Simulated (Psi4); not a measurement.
**NaBr: geometry relaxation (part 4 of 4)**

NaBr, SMILES [Na][Br]; B3LYP/cc-pVTZ, RKS, dispersion D4 (Psi4 1.11). The geometry: force field.

Geometry of the input (Å):
```
Na 1.1339  -0.4280  0.5656
Br -1.1045  0.3678  -0.5616
```

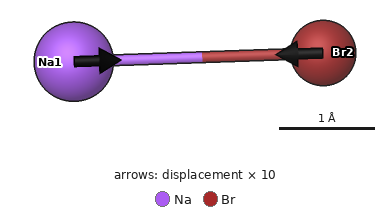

Fig. 1: The starting structure with the displacements as black arrows, magnified 10 times (ball-and-stick view, seen at a tilt). The two geometries are laid on each other by the best rigid fit. The energy falls by 0.026 eV in 4 geometry steps. The largest force component goes from 0.41 to 0.0036 eV/Å. The largest moves after the best rigid fit, 0.051 Å, are those of Na1 and Br2. By element the largest moves are Na 0.051 Å, Br 0.051 Å. Among the contacts that change: Na1–Br2 2.630 → 2.527 Å. (Atoms are counted from 1 in the order of the input.)

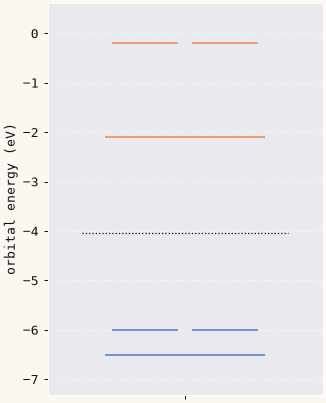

Fig. 2: Orbital energies near the frontier; the dotted line parts filled from empty levels, and levels within 0.02 eV of each other stand side by side. Highest filled −6.00 eV, lowest empty −2.10 eV, 3.90 eV apart.

## Summary

| quantity | value |
| --- | --- |
| outcome | converged |
| total energy | −2736.619189 hartree |
| dispersion energy | −0.001147 hartree |
| basis functions | 77 |
| HOMO | −6.00 eV |
| LUMO | −2.10 eV |
| dipole moment | 8.80 D |
| hardware | 1 thread of AMD EPYC 7571, 12 GiB of memory available, shared host |
| wall time | 1.8 min |
| peak memory | 0.77 GiB |
